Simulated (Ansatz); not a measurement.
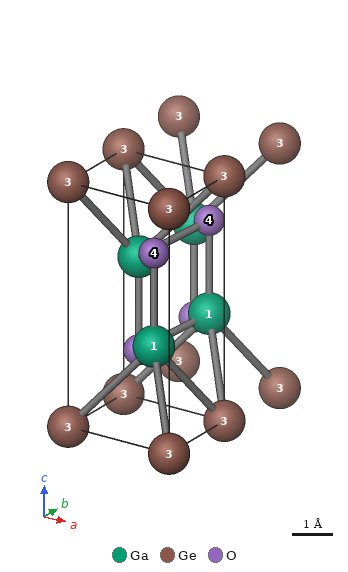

Starting structure of solid Ga2GeO2 (a generated structure, set up in P-3m1) (coarse preliminary run). Style: ball-and-stick. Shown: the cell of the calculation, repeated 1 × 2 × 1 with one cell outlined, slightly off an axis.

Computed with Ansatz, DFT PBE, scalar-relativistic, plane waves, PAW.

The input:
```yaml
crystal:
  lattice:
    - [3.99191739, 0.0, 0.0]
    - [-1.99595869, 3.45710187, 0.0]
    - [0.0, 0.0, 6.32228582]
  atoms:
    - { symbol: Ga, position: [0.66666667, 0.33333333, 0.35734648] }
    - { symbol: Ga, position: [0.33333333, 0.66666667, 0.64265352] }
    - { symbol: Ge, position: [0.0, 0.0, 0.0] }
    - { symbol: O, position: [0.66666667, 0.33333333, 0.73818636] }
    - { symbol: O, position: [0.33333333, 0.66666667, 0.26181364] }
basis:
  ecutwfc: 420
kpoints:
  mp_grid: { grid: [6, 6, 4] }
hamiltonian:
  xc: pbe
scf:
  occupations: { method: gaussian, width: 0.1 }
  lower_state_search: "off"
output:
  forces: true
  stress: true
  eigenvalues: true
relax:
  adjacent_minimum: "off"
  f_tol: 0.04
  max_steps: 70
  cell: { stress_tol: 0.4 }
```

Run as
```bash
ansatz run input.yaml --threads 1 --pin off --max-ram 2560MiB --backend cpu --events-out ev --progress --plain --runs-dir out
```

Predict the outcome.

Answer. After 23 accepted moves (27 points after the start) the energy has fallen by 3.904 eV per cell of the calculation. The largest force component goes from 0.83 to 0.023 eV/Å. Pressure: −6.18 GPa at the start and 0.06 GPa at the end. The line search rejected the trial step at point 15 of the run. The SCF was repeated 3 times at an unchanged geometry on a basis and grid sized afresh for the cell, which shifted the energy by 83.1 meV per cell of the calculation at most. The largest moves relative to the cell, 0.84 Å, are those of Ga1 and Ga2. Ga1 goes along −c. By element the largest moves are Ga 0.84 Å, O 0.70 Å. Ge stays in place. Cell: a = b 3.992 → 3.129 Å (−21.6 %), c 6.322 → 8.562 Å (+35.4 %). Volume −16.8 %. Among the contacts that change: Ga1–O4 2.408 → 3.398 Å, Ga1–O5 2.383 → 1.946 Å, Ga1–Ge3 3.227 → 2.862 Å. The space group stays P-3m1 (No. 164). Cost: 5 min on 1 thread of Intel(R) Xeon(R) Processor @ 2.50GHz (Skylake/Cascade Lake), with other jobs on the host, peak memory 0.43 GiB.

The structure at the end:

```xyz
5
Lattice="3.1286 0.0000 0.0000 -1.5643 2.7094 0.0000 0.0000 0.0000 8.5616" Properties=species:S:1:pos:R:3 pbc="T T T"
Ga    1.5643    0.9031    2.2194
Ga    0.0000    1.8063    6.3422
Ge    0.0000    0.0000    8.5616
O     1.5643    0.9031    5.6171
O     0.0000    1.8063    2.9445
```

The end point in the same view:

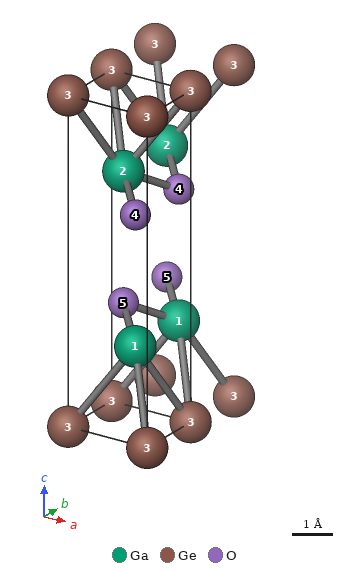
